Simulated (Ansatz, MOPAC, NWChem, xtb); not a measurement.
## How methods differ on TlBr (SMILES [Br][Tl])

TlBr, singlet, SMILES `[Br][Tl]`. Each level relaxes the structure for itself.

Quantity: the harmonic wavenumber, in cm⁻¹. The values are calculated.

**What was measured.** Huber and Herzberg, Constants of Diatomic Molecules gives the harmonic wavenumber of the gas as 192 cm⁻¹.

| level | kind | program | value (cm⁻¹) | computed − measured |
| --- | --- | --- | --- | --- |
| AM1 | semi-empirical | MOPAC | 155 | -37 |
| PM3 | semi-empirical | MOPAC | 221 | +29 |
| GFN1-xTB | semi-empirical | xtb | 201 | +9 |
| GFN2-xTB | semi-empirical | xtb | 163 | -29 |
| SVWN5/def2-TZVP (core potential) | LDA | Ansatz | 198 | +6 |
| PBE-D3(BJ)/def2-TZVP (core potential) | GGA | Ansatz | 183 | -9 |
| r2SCAN/def2-TZVP (core potential) | meta-GGA | Ansatz | 189 | -3 |
| B3LYP/def2-TZVP (core potential) | global hybrid | NWChem | 181 | -11 |
| B3LYP-D4/def2-TZVP (core potential) | global hybrid | Ansatz | 181 | -11 |
| wB97X-V/def2-TZVP (core potential) | range-separated hybrid | Ansatz | 190 | -2 |

Nearest: wB97X-V/def2-TZVP (core potential) (-2 cm⁻¹); farthest: AM1 (-37 cm⁻¹). Computed less measured by kind, in cm⁻¹ (def2-TZVP rows): semi-empirical -37 to +29; LDA +6; GGA -9; meta-GGA -3; global hybrid -11 to -11; range-separated hybrid -2. Harmonic and unscaled.

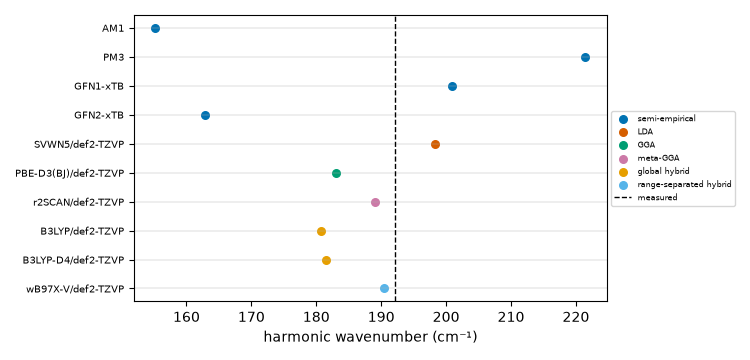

The values of the table, level by level.
